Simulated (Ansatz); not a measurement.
## Nudged elastic band of CH8GeSi

CH8GeSi, computed with RKS B3LYP-D4/def2-SVP (Ansatz 0.2.0).

It belongs to a series of runs on one base structure; here: band between the two ends.

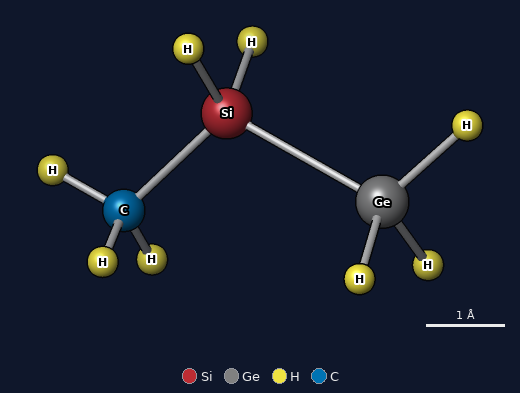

Fig. 1: The input geometry (ball-and-stick view, seen at a tilt). Sticks mark near contacts.

**Input file**
```yaml
crystal:
  periodic: [false, false, false]
  atoms:
    - { symbol: Si, position_ang: [0.005303, 0.365523, 0.821657] }
    - { symbol: Ge, position_ang: [0.4024, 1.099613, -1.422775] }
    - { symbol: H, position_ang: [-0.867965, 0.918885, -2.285858] }
    - { symbol: H, position_ang: [0.808663, 2.588237, -1.489037] }
    - { symbol: H, position_ang: [1.528832, 0.271151, -2.082963] }
    - { symbol: H, position_ang: [-1.109779, 1.175297, 1.401852] }
    - { symbol: H, position_ang: [1.230496, 0.624976, 1.637582] }
    - { symbol: C, position_ang: [-0.432337, -1.474921, 0.85042] }
    - { symbol: H, position_ang: [0.399313, -2.078982, 0.454802] }
    - { symbol: H, position_ang: [-0.641787, -1.811874, 1.878851] }
    - { symbol: H, position_ang: [-1.32314, -1.677905, 0.235369] }
basis:
  gaussian: { orbitals: def2-SVP }
hamiltonian:
  xc: b3lyp
  dispersion: d4
neb:
  order_check: false
  images: 7
  f_tol: 0.05
  max_iterations: 60
  final_atoms:
    - { symbol: Si, position_ang: [-0.3073241, 0.44117738, 0.87472903] }
    - { symbol: Ge, position_ang: [1.4164602, 0.77133196, -1.68826026] }
    - { symbol: H, position_ang: [-0.12982225, 1.08563149, -0.50159612] }
    - { symbol: H, position_ang: [1.11925885, 2.31595854, -1.98008567] }
    - { symbol: H, position_ang: [0.23013337, 0.29407621, -2.65461918] }
    - { symbol: H, position_ang: [-1.61778726, 1.0042273, 1.31071691] }
    - { symbol: H, position_ang: [0.77808308, 0.94710612, 1.75373111] }
    - { symbol: C, position_ang: [-0.36057196, -1.42643015, 0.73953542] }
    - { symbol: H, position_ang: [0.60307274, -1.82513097, 0.3880201] }
    - { symbol: H, position_ang: [-0.58479653, -1.86935764, 1.72366596] }
    - { symbol: H, position_ang: [-1.14670715, -1.73859025, 0.0340627] }
  initial_path:
    images:
      - { positions_ang: [[0.005303, 0.365523, 0.821657], [0.4024, 1.099613, -1.422775], [-0.867965, 0.918885, -2.285858], [0.808663, 2.588237, -1.489037], [1.528832, 0.271151, -2.082963], [-1.109779, 1.175297, 1.401852], [1.230496, 0.624976, 1.637582], [-0.432337, -1.474921, 0.85042], [0.399313, -2.078982, 0.454802], [-0.641787, -1.811874, 1.878851], [-1.32314, -1.677905, 0.235369]] }
      - { positions_ang: [[-0.07567119, 0.39674236, 0.81815816], [0.6406888, 1.01148279, -1.39203231], [-0.78780687, 0.98800915, -1.94112324], [0.90848138, 2.49419503, -1.59092072], [1.29479523, 0.24161506, -2.20283944], [-1.23308583, 1.11603565, 1.39430455], [1.10756021, 0.72963413, 1.6426551], [-0.41062803, -1.45641334, 0.81829494], [0.43723037, -2.00997541, 0.4057676], [-0.59020143, -1.81850908, 1.83701093], [-1.29136363, -1.69281634, 0.21062441]] }
      - { positions_ang: [[-0.15664538, 0.42796172, 0.81465933], [0.8789776, 0.92335259, -1.36128962], [-0.70764874, 1.0571333, -1.59638848], [1.00829976, 2.40015306, -1.69280443], [1.06075846, 0.21207911, -2.32271588], [-1.35639266, 1.0567743, 1.3867571], [0.98462441, 0.83429226, 1.64772821], [-0.38891907, -1.43790567, 0.78616989], [0.47514774, -1.94096881, 0.35673321], [-0.53861586, -1.82514417, 1.79517085], [-1.25958726, -1.70772769, 0.18587983]] }
      - { positions_ang: [[-0.23761957, 0.45918107, 0.81116049], [1.11726639, 0.83522238, -1.33054692], [-0.62749061, 1.12625745, -1.25165373], [1.10811814, 2.3061111, -1.79468815], [0.82672169, 0.18254317, -2.44259232], [-1.47969949, 0.99751295, 1.37920966], [0.86168862, 0.93895038, 1.65280131], [-0.3672101, -1.41939801, 0.75404483], [0.51306512, -1.87196222, 0.30769881], [-0.48703029, -1.83177925, 1.75333078], [-1.22781089, -1.72263903, 0.16113524]] }
      - { positions_ang: [[-0.31859377, 0.49040043, 0.80766166], [1.35555519, 0.74709218, -1.29980423], [-0.54733248, 1.1953816, -0.90691897], [1.20793652, 2.21206913, -1.89657187], [0.59268492, 0.15300722, -2.56246876], [-1.60300632, 0.9382516, 1.37166221], [0.73875283, 1.04360851, 1.65787442], [-0.34550113, -1.40089034, 0.72191978], [0.55098249, -1.80295563, 0.25866441], [-0.43544472, -1.83841433, 1.7114907], [-1.19603452, -1.73755038, 0.13639065]] }
      - { positions_ang: [[-0.31577635, 0.47809467, 0.8244285], [1.37078144, 0.75315212, -1.39691824], [-0.44295492, 1.16794407, -0.80558826], [1.1857671, 2.23804148, -1.91745032], [0.50204703, 0.18827447, -2.58550637], [-1.60670156, 0.95474553, 1.35642588], [0.74858539, 1.01948291, 1.68183859], [-0.34926884, -1.40727529, 0.72632369], [0.56400505, -1.80849946, 0.29100333], [-0.47278267, -1.84615016, 1.71453452], [-1.18370268, -1.73781034, 0.11080866]] }
      - { positions_ang: [[-0.31295893, 0.46578891, 0.84119534], [1.38600769, 0.75921207, -1.49403225], [-0.33857736, 1.14050655, -0.70425755], [1.16359768, 2.26401383, -1.93832877], [0.41140915, 0.22354172, -2.60854397], [-1.61039679, 0.97123945, 1.34118956], [0.75841796, 0.99535732, 1.70580277], [-0.35303654, -1.41366024, 0.7307276], [0.57702762, -1.8140433, 0.32334226], [-0.51012063, -1.85388599, 1.71757833], [-1.17137084, -1.73807031, 0.08522668]] }
      - { positions_ang: [[-0.31014151, 0.45348314, 0.85796219], [1.40123395, 0.76527201, -1.59114625], [-0.23419981, 1.11306902, -0.60292684], [1.14142826, 2.28998619, -1.95920722], [0.32077126, 0.25880896, -2.63158157], [-1.61409202, 0.98773338, 1.32595323], [0.76825052, 0.97123172, 1.72976694], [-0.35680425, -1.42004519, 0.73513151], [0.59005018, -1.81958713, 0.35568118], [-0.54745858, -1.86162181, 1.72062214], [-1.159039, -1.73833028, 0.05964469]] }
      - { positions_ang: [[-0.3073241, 0.44117738, 0.87472903], [1.4164602, 0.77133196, -1.68826026], [-0.12982225, 1.08563149, -0.50159612], [1.11925885, 2.31595854, -1.98008567], [0.23013337, 0.29407621, -2.65461918], [-1.61778726, 1.0042273, 1.31071691], [0.77808308, 0.94710612, 1.75373111], [-0.36057196, -1.42643015, 0.73953542], [0.60307274, -1.82513097, 0.3880201], [-0.58479653, -1.86935764, 1.72366596], [-1.14670715, -1.73859025, 0.0340627]] }
```

Hardware: 2 threads of Arm Neoverse N1, 16 GiB of memory available, shared host.

Run as:
```bash
ansatz run input.yaml --threads 2 --pin off --max-ram 3072MiB --backend cpu --events-out ev --progress --plain --runs-dir out
```

**What the program printed**
```
Engine: ansatz 0.2.0, aarch64-unknown-linux-gnu
Functional definition: B3LYP
  parameter a0 = 0.2
  parameter ax = 0.72
  parameter ac = 0.81
  exchange = (1 - a0 - ax)*slater_x + ax*b88_x + a0*exact_x
  correlation = (1 - ac)*vwn_rpa_c + ac*lyp_c
1119 factors; integrals over basis functions are off by at most 3.7e-4 eV
mean field evaluation 1: about -65550.2294 eV, gradient 4.5e1 eV
mean field evaluation 2: about -65547.4481 eV, gradient 5.3e1 eV
mean field evaluation 4: about -65555.0056 eV, gradient 8.7e-1 eV
mean field evaluation 8: about -65555.0114 eV, gradient 1.3e-2 eV
mean field -65555.01142535 eV, -2409.1022350988 hartree, gradient 2.7e-5 eV, S^2 0.000000; 0 other end points of the search recorded, 0 dependent functions left out
the calculation of the forces begins
reference -65555.01170703 eV, -2409.1022454504 hartree; 30, 30 occupied and 74, 74 virtual orbitals, 1119 factors
1119 factors; integrals over basis functions are off by at most 8.8e-4 eV
mean field evaluation 16: about -65546.7865 eV, gradient 5.0e1 eV
mean field -65553.64150819 eV, -2409.0518915717 hartree, gradient 2.9e-5 eV, S^2 0.000000; 0 other end points of the search recorded, 0 dependent functions left out
[... from here on the field's lines of each further geometry are left out, up to the last ...]
NEB iter   1: max|band force component| = 9.386e0 eV/Å  barrier→ = 2.8788 eV  barrier← = 1.5292 eV  Δτ_max = 0.2000 Å  (209 SCF iters)
NEB iter   2: max|band force component| = 2.723e0 eV/Å  barrier→ = 1.7689 eV  barrier← = 0.4193 eV  Δτ_max = 0.2000 Å  (178 SCF iters)
NEB iter   3: max|band force component| = 1.747e0 eV/Å  barrier→ = 1.7165 eV  barrier← = 0.3670 eV  Δτ_max = 0.2000 Å  (178 SCF iters)
NEB iter   4: max|band force component| = 1.283e0 eV/Å  barrier→ = 1.6708 eV  barrier← = 0.3213 eV  Δτ_max = 0.1848 Å  (175 SCF iters)
NEB iter   5: max|band force component| = 1.465e0 eV/Å  barrier→ = 1.5749 eV  barrier← = 0.2253 eV  Δτ_max = 0.0653 Å  (167 SCF iters)
NEB iter   6: max|band force component| = 7.580e-1 eV/Å  barrier→ = 1.5674 eV  barrier← = 0.2178 eV  Δτ_max = 0.0667 Å  (162 SCF iters)
NEB iter   7: max|band force component| = 2.906e-1 eV/Å  barrier→ = 1.5571 eV  barrier← = 0.2076 eV  CI = image 6  Δτ_max = 0.0950 Å  (164 SCF iters)
NEB iter   8: max|band force component| = 3.021e-1 eV/Å  barrier→ = 1.6212 eV  barrier← = 0.2717 eV  CI = image 6  Δτ_max = 0.0950 Å  (164 SCF iters)
NEB iter   9: max|band force component| = 3.347e-1 eV/Å  barrier→ = 1.6540 eV  barrier← = 0.3045 eV  CI = image 6  Δτ_max = 0.0474 Å  (165 SCF iters)
NEB iter  10: max|band force component| = 2.003e-1 eV/Å  barrier→ = 1.6458 eV  barrier← = 0.2962 eV  CI = image 6  Δτ_max = 0.0598 Å  (157 SCF iters)
NEB iter  11: max|band force component| = 6.682e-2 eV/Å  barrier→ = 1.6416 eV  barrier← = 0.2921 eV  CI = image 6  Δτ_max = 0.0274 Å  (158 SCF iters)
the calculation of the forces begins
reference -65553.58390594 eV, -2409.0497747282 hartree; 30, 30 occupied and 74, 74 virtual orbitals, 1119 factors
1119 factors; integrals over basis functions are off by at most 7.5e-4 eV
mean field -65553.35682361 eV, -2409.0414296064 hartree, gradient 2.6e-5 eV, S^2 0.000000; 1 other end points of the search recorded, 0 dependent functions left out
the calculation of the forces begins
reference -65553.35709480 eV, -2409.0414395726 hartree; 30, 30 occupied and 74, 74 virtual orbitals, 1119 factors
NEB iter  12: max|band force component| = 3.813e-2 eV/Å  barrier→ = 1.6411 eV  barrier← = 0.2916 eV  CI = image 6  Δτ_max = 0.0000 Å  (329 SCF iters)
```

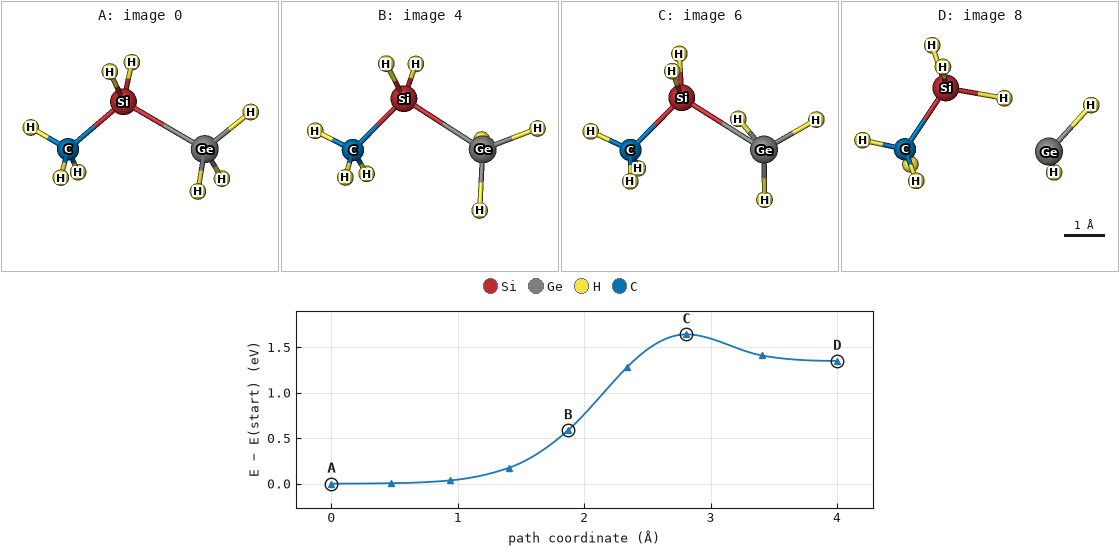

Fig. 2: Images of the last band (counted from 0; ball-and-stick, seen at a tilt) above the energy along the path; the line is a cubic interpolation that uses the forces. The highest image is number 6, 1.641 eV above the start and 0.292 eV above the end (the climbing image); the end lies 1.350 eV above the start. The path is 4.00 Å long. The band converged in 12 iterations.

```
Total energy: -65553.69995758 eV, -2409.0540395472 hartree
Atom 0 at    -0.070760     0.445182     0.777028 Å, force     0.010493    -0.003155    -0.012105 eV/Å
Atom 1 at     1.125872     0.957738    -1.337260 Å, force    -0.030781    -0.016854     0.031216 eV/Å
Atom 2 at    -0.536232     1.000981    -0.869791 Å, force     0.021529     0.011512     0.018742 eV/Å
Atom 3 at     0.868384     2.396292    -1.885475 Å, force    -0.003738    -0.002790    -0.011066 eV/Å
Atom 4 at     0.598371     0.013836    -2.464928 Å, force     0.004582     0.006034    -0.016761 eV/Å
Atom 5 at    -1.323147     1.153201     1.187676 Å, force    -0.004040     0.000387    -0.003433 eV/Å
Atom 6 at     0.936826     0.822401     1.814640 Å, force    -0.001080     0.004552    -0.004411 eV/Å
Atom 7 at    -0.352896    -1.412107     0.700129 Å, force     0.011190     0.002355     0.001951 eV/Å
Atom 8 at     0.576252    -1.948090     0.455336 Å, force    -0.001247    -0.000394     0.002774 eV/Å
Atom 9 at    -0.711431    -1.767640     1.679888 Å, force    -0.007630     0.001069    -0.003288 eV/Å
Atom 10 at    -1.111240    -1.661795    -0.057342 Å, force     0.000723    -0.002717    -0.003620 eV/Å
Dipole moment:    -0.094413    -0.203874     0.168940 e Å
this run last wrote the band of iteration 12 to [file]
```

**The last band as extended XYZ (Å, eV, eV/Å)**
```
11
Properties=species:S:1:pos:R:3:forces:R:3 image=0 energy=-65555.34080
Si    0.0053    0.3655    0.8217   -0.0126  -0.0060  -0.0034
Ge    0.4024    1.0996   -1.4228   -0.0086  -0.0004  -0.0283
H    -0.8680    0.9189   -2.2859   -0.0007   0.0009   0.0002
H     0.8087    2.5882   -1.4890    0.0008  -0.0013   0.0107
H     1.5288    0.2712   -2.0830    0.0048   0.0016   0.0074
H    -1.1098    1.1753    1.4019    0.0065  -0.0054  -0.0036
H     1.2305    0.6250    1.6376   -0.0027  -0.0100   0.0055
C    -0.4323   -1.4749    0.8504    0.0104   0.0107   0.0270
H     0.3993   -2.0790    0.4548    0.0057  -0.0035  -0.0016
H    -0.6418   -1.8119    1.8789    0.0047   0.0039  -0.0142
H    -1.3231   -1.6779    0.2354   -0.0084   0.0095   0.0004
11
Properties=species:S:1:pos:R:3:forces:R:3 image=1 energy=-65555.33574
Si   -0.0265    0.3759    0.8248   -0.0005   0.0002  -0.0021
Ge    0.3827    1.1025   -1.4215    0.0003   0.0002  -0.0023
H    -0.9385    1.1393   -2.2234    0.0033  -0.0031  -0.0098
H     1.0139    2.5104   -1.4831   -0.0054   0.0040   0.0055
H     1.3363    0.1226   -2.1442    0.0079   0.0074   0.0025
H    -1.1899    1.1399    1.3699    0.0023   0.0000   0.0028
H     1.1626    0.6876    1.6752    0.0029  -0.0023  -0.0077
C    -0.3815   -1.4811    0.8486   -0.0025  -0.0027   0.0023
H     0.5000   -2.0459    0.5057   -0.0043  -0.0029  -0.0025
H    -0.6351   -1.8233    1.8646    0.0036   0.0011   0.0046
H    -1.2240   -1.7281    0.1833   -0.0075  -0.0018   0.0067
11
Properties=species:S:1:pos:R:3:forces:R:3 image=2 energy=-65555.30537
Si    0.0007    0.3984    0.8656   -0.0236  -0.0343  -0.0054
Ge    0.3883    1.0901   -1.3933   -0.0059   0.0058   0.0084
H    -1.0152    1.2286   -2.0214   -0.0265   0.0227  -0.1090
H     1.1290    2.4297   -1.5841    0.0079   0.0041   0.0421
H     1.1418    0.0006   -2.1899    0.0309   0.0095   0.0126
H    -1.2127    1.1368    1.3297    0.0013  -0.0043   0.0489
H     1.1192    0.7229    1.8015    0.0281  -0.0065  -0.0497
C    -0.3352   -1.4636    0.8152   -0.0044   0.0125  -0.0073
H     0.5800   -2.0140    0.5432   -0.0116   0.0071   0.0085
H    -0.6967   -1.8468    1.7822    0.0095   0.0089   0.0197
H    -1.0992   -1.6827    0.0512   -0.0057  -0.0255   0.0310
11
Properties=species:S:1:pos:R:3:forces:R:3 image=3 energy=-65555.16608
Si    0.0527    0.4114    0.8928    0.0081  -0.0055   0.0170
Ge    0.4710    1.0623   -1.3635   -0.1917   0.0197  -0.0378
H    -1.0301    1.1760   -1.6960   -0.1460   0.0919  -0.3717
H     1.1309    2.4068   -1.7248    0.0691  -0.0199   0.1047
H     1.0270   -0.0519   -2.2800    0.1119   0.0218   0.1120
H    -1.1983    1.1648    1.2144    0.0383  -0.0022   0.0979
H     1.0590    0.7240    1.9480    0.0940  -0.0390  -0.0461
C    -0.3208   -1.4380    0.7789    0.0314  -0.0219   0.0358
H     0.5943   -1.9983    0.5292   -0.0101  -0.0219   0.0271
H    -0.7287   -1.8335    1.7213   -0.0042  -0.0259   0.0311
H    -1.0570   -1.6236   -0.0205   -0.0009   0.0029   0.0301
11
Properties=species:S:1:pos:R:3:forces:R:3 image=4 energy=-65554.75366
Si    0.0522    0.4239    0.8850    0.1718  -0.0426   0.1427
Ge    0.6379    1.0291   -1.3345   -0.6693   0.1032  -0.0707
H    -0.9005    1.0925   -1.3689   -0.5302   0.1743  -0.7096
H     1.0669    2.4200   -1.8244    0.2581  -0.0115   0.1241
H     0.9078   -0.0658   -2.3834    0.3690  -0.0540   0.1532
H    -1.2251    1.1681    1.1335    0.1795   0.0242   0.0257
H     0.9875    0.7586    1.9880    0.1513  -0.1259   0.1542
C    -0.3250   -1.4223    0.7479    0.0525  -0.0158   0.0748
H     0.5928   -1.9798    0.5059   -0.0039  -0.0593   0.0411
H    -0.7308   -1.8030    1.6972   -0.0152  -0.0678   0.0289
H    -1.0639   -1.6214   -0.0463    0.0365   0.0753   0.0356
11
Properties=species:S:1:pos:R:3:forces:R:3 image=5 energy=-65554.05873
Si    0.0091    0.4335    0.8406    0.2757  -0.0495   0.1852
Ge    0.8677    0.9922   -1.3137   -0.8464   0.1032   0.0582
H    -0.7091    1.0417   -1.1043   -0.4980   0.1546  -0.6742
H     0.9679    2.4198   -1.8700    0.2753   0.0704   0.0489
H     0.7428   -0.0407   -2.4473    0.3738  -0.1384   0.0407
H    -1.2652    1.1645    1.1450    0.2217   0.0367  -0.0808
H     0.9597    0.7864    1.9220    0.1334  -0.1399   0.3092
C    -0.3409   -1.4148    0.7194    0.0572  -0.0096   0.0527
H     0.5818   -1.9627    0.4767   -0.0025  -0.0566   0.0303
H    -0.7220   -1.7792    1.6861   -0.0197  -0.0466   0.0165
H    -1.0919   -1.6408   -0.0544    0.0295   0.0756   0.0135
11
Properties=species:S:1:pos:R:3:forces:R:3 image=6 energy=-65553.69969
Si   -0.0708    0.4452    0.7770    0.0105  -0.0032  -0.0121
Ge    1.1259    0.9577   -1.3373   -0.0308  -0.0169   0.0312
H    -0.5362    1.0010   -0.8698    0.0215   0.0115   0.0187
H     0.8684    2.3963   -1.8855   -0.0037  -0.0028  -0.0111
H     0.5984    0.0138   -2.4649    0.0046   0.0060  -0.0168
H    -1.3231    1.1532    1.1877   -0.0040   0.0004  -0.0034
H     0.9368    0.8224    1.8146   -0.0011   0.0046  -0.0044
C    -0.3529   -1.4121    0.7001    0.0112   0.0024   0.0020
H     0.5763   -1.9481    0.4553   -0.0012  -0.0004   0.0028
H    -0.7114   -1.7676    1.6799   -0.0076   0.0011  -0.0033
H    -1.1112   -1.6618   -0.0573    0.0007  -0.0027  -0.0036
11
Properties=species:S:1:pos:R:3:forces:R:3 image=7 energy=-65553.93139
Si   -0.2196    0.4410    0.8117   -0.0864  -0.0011   0.0217
Ge    1.3811    0.9048   -1.4937    0.1414  -0.0327  -0.0514
H    -0.2866    1.0351   -0.6286    0.1288   0.0107   0.1248
H     0.8741    2.3516   -1.9297   -0.0056  -0.0338  -0.0463
H     0.4575    0.1129   -2.5243   -0.0645   0.0658  -0.0431
H    -1.4763    1.0781    1.3012   -0.0775  -0.0369   0.0522
H     0.9000    0.9137    1.6659   -0.0225   0.0477  -0.0737
C    -0.3751   -1.4234    0.7123   -0.0226   0.0124   0.0045
H     0.5752   -1.9006    0.4310    0.0091   0.0265  -0.0037
H    -0.6934   -1.8199    1.6894    0.0038  -0.0306   0.0080
H    -1.1368   -1.6933   -0.0354   -0.0042  -0.0279   0.0072
11
Properties=species:S:1:pos:R:3:forces:R:3 image=8 energy=-65553.99126
Si   -0.3073    0.4412    0.8747    0.0166   0.0066   0.0053
Ge    1.4165    0.7713   -1.6883    0.0043  -0.0121   0.0025
H    -0.1298    1.0856   -0.5016   -0.0080   0.0050   0.0001
H     1.1193    2.3160   -1.9801   -0.0008   0.0059  -0.0031
H     0.2301    0.2941   -2.6546   -0.0029   0.0021  -0.0031
H    -1.6178    1.0042    1.3107   -0.0043   0.0036   0.0012
H     0.7781    0.9471    1.7537   -0.0028  -0.0005   0.0012
C    -0.3606   -1.4264    0.7395   -0.0052  -0.0141  -0.0051
H     0.6031   -1.8251    0.3880   -0.0045   0.0067   0.0041
H    -0.5848   -1.8694    1.7237   -0.0025   0.0016  -0.0074
H    -1.1467   -1.7386    0.0341    0.0103  -0.0047   0.0041
```

**Results in brief**

| quantity | value |
| --- | --- |
| outcome | converged |
| barrier, forward | 1.641 eV |
| barrier, backward | 0.292 eV |
| wall time | 6.1 min (CPU time 12 min) |
| peak memory | 0.26 GiB |

**Notes**

The order of the saddle point was not checked.
